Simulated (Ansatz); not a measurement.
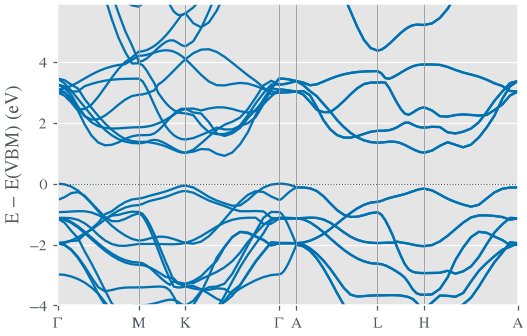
Fig. 1. Band structure from r²SCAN+D4 (plane waves, PAW; program Ansatz)

Task: Read off the gap and where the band edges lie.

Result: About 0.9 eV (0.91 eV by a search for the band edges); maximum at Γ, minimum on the K–Γ line, 41 % of the way from K.

The material is Te$_{2}$Mo in space group P6_3/mmc (No. 194; Mo on 2c, Te on 4f).

The cell was relaxed with r²SCAN+D4 under the symmetry of its start; of distortions, only those at the zone centre were tested. The run is not spin-polarised. Scalar-relativistic: spin–orbit coupling is off unless named, which matters more the heavier the elements.

Potentials: the later of the program's two PAW sets.
